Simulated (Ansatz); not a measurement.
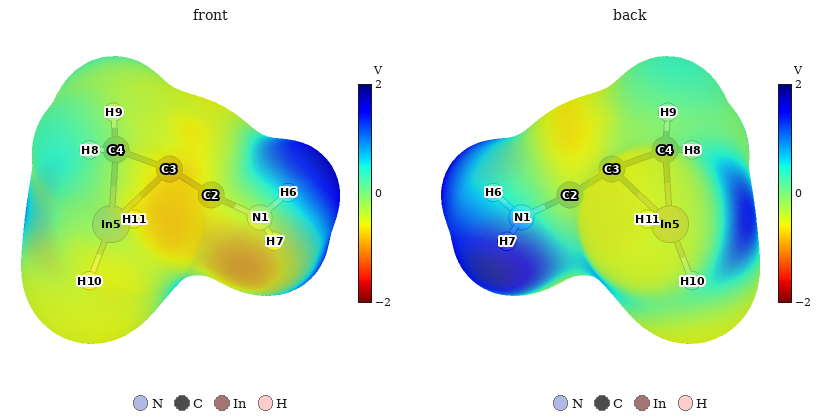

C₃H₆InN. The molecular electrostatic potential painted on the density surface at 0.001 e/bohr³, seen from the front and from behind; the colour scale runs from red (negative) to blue (positive).

Geometry: PBE0-D4/def2-TZVP; core potentials replace the inner electrons of In.

The calculation used Ansatz, RKS PBE0-D4/def2-TZVPP.

```xyz
11

N    -0.7787    2.1320    0.8660
C    -0.3954    0.8575    0.6751
C    -0.0219   -0.3034    0.7487
C     0.4689   -1.6176    0.4677
In    0.6475   -0.7854   -1.5733
H    -1.2787    2.3142    1.7239
H    -1.1917    2.5950    0.0722
H     1.4288   -1.8576    0.9207
H    -0.2558   -2.4207    0.5826
H     2.1411   -0.0255   -1.9388
H    -0.7642   -0.8885   -2.5446
```

Q: Describe the electrostatic potential map.

A: The most negative region (about −0.9 V, or −21 kcal/mol for a unit charge) lies over N1, the most positive (about +1.7 V, or +39 kcal/mol for a unit charge) over H6 and H7.
